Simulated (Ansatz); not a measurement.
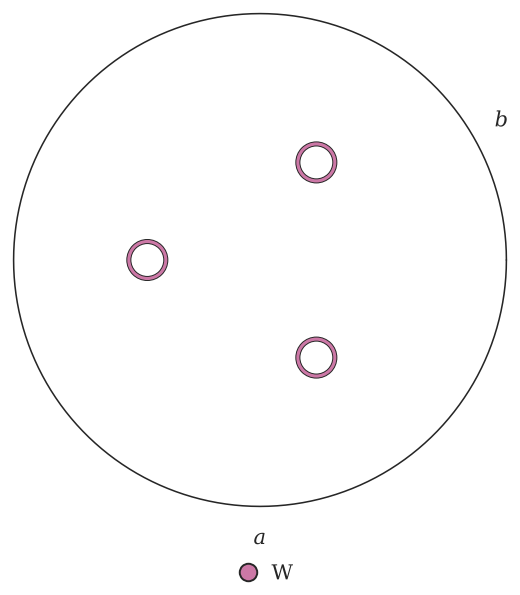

For WS2, the end point of a relaxation with Ansatz 0.2.0, DFT, PBE-D3(BJ), plane waves, PAW; the starting structure was generated, so it need not be a known form of this composition: directions from one sulfur atom at (2/3, 1/3, 0.380) to its bonded neighbours, in stereographic projection down c (filled: above the plane of the page or in it, open: below). Geometry calculated from the standardised cell; symmetry tolerance 0.002 Å.

Neighbours are counted up to 3.08 Å for W.

```cif
data_structure
_symmetry_space_group_name_H-M 'P 1'
_symmetry_Int_Tables_number 1
_cell_length_a 3.1541
_cell_length_b 3.1541
_cell_length_c 12.1432
_cell_angle_alpha 90.000
_cell_angle_beta 90.000
_cell_angle_gamma 120.000
_cell_volume 104.62
loop_
_atom_site_label
_atom_site_type_symbol
_atom_site_fract_x
_atom_site_fract_y
_atom_site_fract_z
_atom_site_occupancy
W1 W 0.33333 0.66667 0.25000 1
W2 W 0.66667 0.33333 0.75000 1
S1 S 0.66667 0.33333 0.37967 1
S2 S 0.66667 0.33333 0.12033 1
S3 S 0.33333 0.66667 0.87967 1
S4 S 0.33333 0.66667 0.62033 1
```

Q: How many neighbours are there, and at what angles?

A: 3: 3 W at 2.41 Å. Angles between bonds: 82° (3×).

Q: What is the site's symmetry in the crystal?

A: Point group 3m (C3v), order 6: one threefold axis, three mirror planes. In No. 194, P6_3/mmc this is Wyckoff position 4f.
